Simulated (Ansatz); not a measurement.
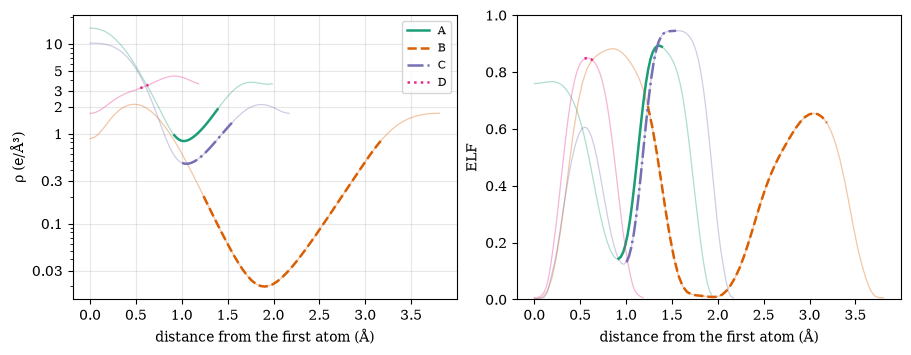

Figure 1: Rb2TiRhC6N6. Valence charge density (pseudo) and electron localisation function along straight lines between neighbouring atoms. Thin, pale parts lie inside the atomic spheres.

Space group Fm-3m; a structure generated by program, which may or may not match a known phase; spin-polarised.

All numbers below come from DFT PBE, scalar-relativistic, plane waves, PAW (Ansatz).

Core electrons are frozen (PAW), and the valence fields are smoothed inside the atomic spheres.

> Which curve belongs to which contact (C–N, Rb–C, Rh–N and Ti–C)? The first atom named is at distance zero.

Curve A: Rh–N (1.99 Å): the density is about 0.84 e/Å³ at the midpoint; the ELF peaks at about 0.90 in the valence shell of N, 0.6 Å from its nucleus, and is about 0.20 at the midpoint. Curve B: Rb–C (3.81 Å): the density is about 0.02 e/Å³ at the midpoint; the ELF is about 0 at the midpoint; no shared electron pair shows on this line. Curve C: Ti–C (2.17 Å): the density is about 0.47 e/Å³ at the midpoint; the ELF peaks at about 0.95 in the valence shell of C, 0.6 Å from its nucleus, and is about 0.25 at the midpoint. Curve D: C–N (1.18 Å): ρ at the midpoint is about 3.4 e/Å³; the ELF peaks at about 0.85 between the atoms.
